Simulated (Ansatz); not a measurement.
## MnSi, pressure series

Start from MnSi (space group P2_13, No. 198; a = 4.5176 Å; ferromagnetic).

Cell and atoms are relaxed at each pressure.

The values are results of Ansatz (a first-principles code), PBE, PAW, cutoff 420 eV, spin-orbit coupling left out, not measurements.

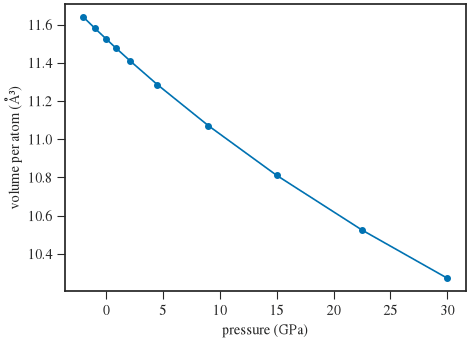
Fig. 1. Volume per atom against pressure

Problem. From the plot, what is the volume per atom for pressure 22.5 GPa?

Solution. About 10.5 Å³.

Problem. Is the trend monotonic over the range shown?

Solution. Yes, it falls throughout, spanning 10.27 Å³ to 11.64 Å³.

Other magnetic orders, which the real material may have, were not ruled out. Load acts through the strain it causes; cell and atoms are relaxed under it. No phonon test of stability was made. No other phases were tried under pressure.
